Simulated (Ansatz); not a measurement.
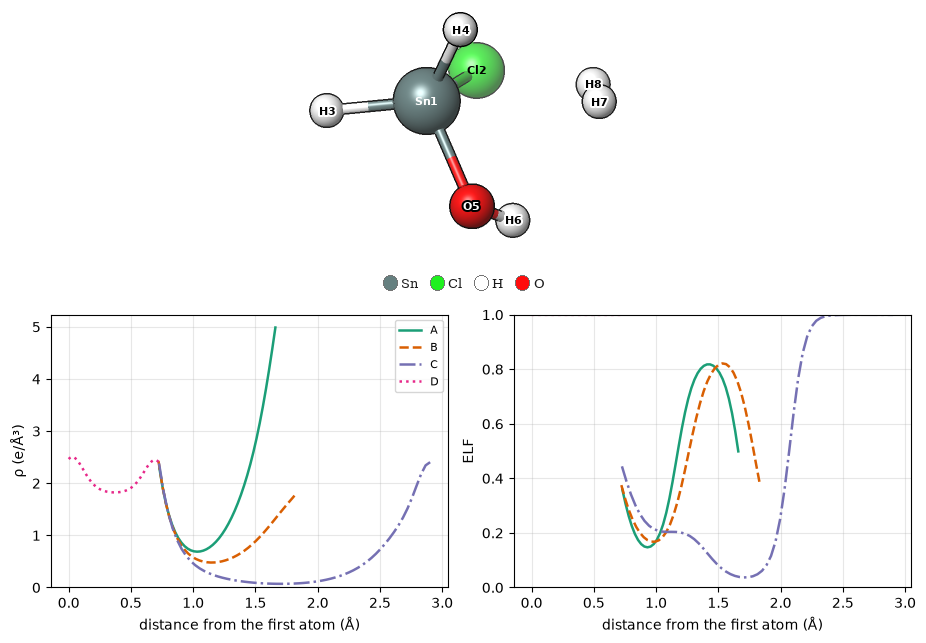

The picture shows: ClH3OSn···H2. Electron density and electron localisation function along straight lines between neighbouring atoms. The curves leave out the atomic cores. The structure is drawn too.

Core potentials replace the inner electrons of Sn; not at a stationary point (largest force 1.9 eV/Å).

These are results of RKS PBE/def2-SVP in Ansatz 0.2.0, not measurements.

```xyz
8

Sn    0.2200    0.0355   -0.0322
Cl    0.2665   -0.0420    2.3694
H     1.8407   -0.1050   -0.5771
H    -0.6308    1.4661   -0.4952
O    -0.7928   -1.6004   -0.6225
H    -1.2134   -2.0185    0.1574
H    -2.5415   -0.0440    0.9727
H    -2.1861    0.0749    1.5917
```

> Which curve belongs to which contact (H–H, Sn–Cl, Sn–H and Sn–O)? The first atom named is at distance zero.

Curve A: Sn–O (2.01 Å): ρ at the midpoint is about 0.69 e/Å³; the ELF peaks at about 0.80 in the valence shell of O, 0.6 Å from its nucleus, and drops to about 0.15 between the two atoms. Curve B: Sn–Cl (2.40 Å): the density is about 0.49 e/Å³ at the midpoint; the ELF peaks at about 0.80 in the valence shell of Cl, 0.9 Å from its nucleus, and drops to about 0.15 between the two atoms. Curve C: Sn1···H8 (2.90 Å): the density falls to about 0.07 e/Å³ on the way; the ELF dips to about 0.05 between them. Curve D: H–H (0.72 Å): ρ is about 1.8 e/Å³ halfway; the ELF peaks at about 1 between the atoms; an ordinary covalent bond to hydrogen.
